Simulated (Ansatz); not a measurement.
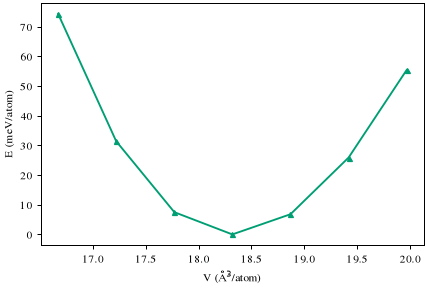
*PtS in space group P4_2/mmc (No. 131; Pt on 2c, S on 2e) under volume change, PBEsol in the plane-wave PAW code Ansatz, shape and atoms relaxed at each volume.*

Question: What does a third-order Birch–Murnaghan fit give for V₀, B₀ and B′?

Answer: V₀ = 18.32 Å³/atom, B₀ = 137 GPa, B′ = 3.9.

The first step of the workflow began from a Materials Project structure, measured or hypothetical; the Crystallography Open Database files this formula in space group No. 131, but the cells were not matched. Whether it is the stable phase at ambient conditions was not checked. The cell was relaxed with PBEsol under the symmetry of its start; whether a distortion lowers the energy is not shown. The run is not spin-polarised. Scalar-relativistic: spin–orbit coupling is off unless named, which matters more the heavier the elements.

Potentials: the later of the program's two PAW sets.
